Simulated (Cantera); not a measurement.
Input: 1 mol Nb2O5, 7.7 mol H2, at 1898 K.

Method: chemical equilibrium by Gibbs-energy minimisation in Cantera with the NASA 1993 tables (ideal gas, pure condensed phases). Candidate condensed phases: H2O, Nb, NbO, NbO2, Nb2O5; 12 gas species. Condensed phases not in the tables: the oxides between NbO2 and Nb2O5. Kinetics and transport are ignored.

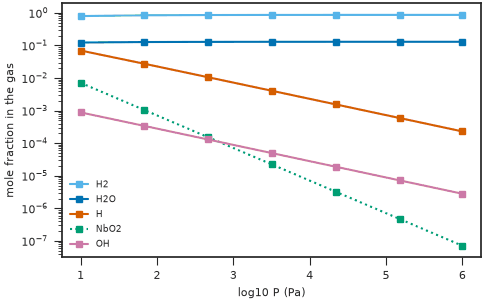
Fig. 1. Equilibrium gas composition (values under 1e-9 drawn at 1e-9)

From 10.0 Pa to 10.0 bar the condensed part is NbO2(s). The main Nb-bearing gas is NbO2 throughout.
